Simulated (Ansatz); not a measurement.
# Pressure series in KTaO3

Start from KTaO3 in the cubic perovskite structure (space group Pm-3m, No. 221).

```
KTaO3
1.0
    3.98530     0.00000     0.00000
    0.00000     3.98530     0.00000
    0.00000     0.00000     3.98530
K Ta O
1 1 3
Direct
  0.00000   0.00000   0.00000
  0.50000   0.50000   0.50000
  0.50000   0.00000   0.50000
  0.00000   0.50000   0.50000
  0.50000   0.50000   0.00000
```

Cell and atoms are relaxed at each pressure.

All numbers come from PBEsol (Ansatz, a first-principles code, PAW, without spin-orbit coupling).

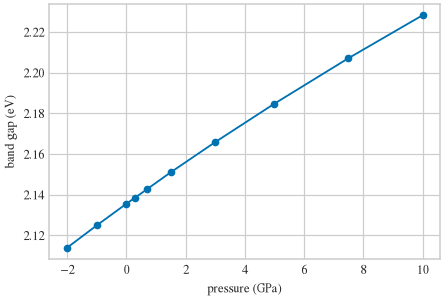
Figure: Band gap against pressure

| pressure (GPa) | band gap |
|---|---|
| -2 | 2.11 eV |
| -1 | 2.12 eV |
| 0.3 | 2.14 eV |
| 0.7 | 2.14 eV |
| 1.5 | 2.15 eV |
| 3 | 2.17 eV |
| 5 | 2.18 eV |
| 7.5 | 2.21 eV |
| 10 | 2.23 eV |

With Ta present, leaving out spin-orbit coupling can change the band edges. Load acts through the strain it causes; cell and atoms are relaxed under it. Whether these cells are dynamically stable was not tested. Competing high-pressure phases were not computed.
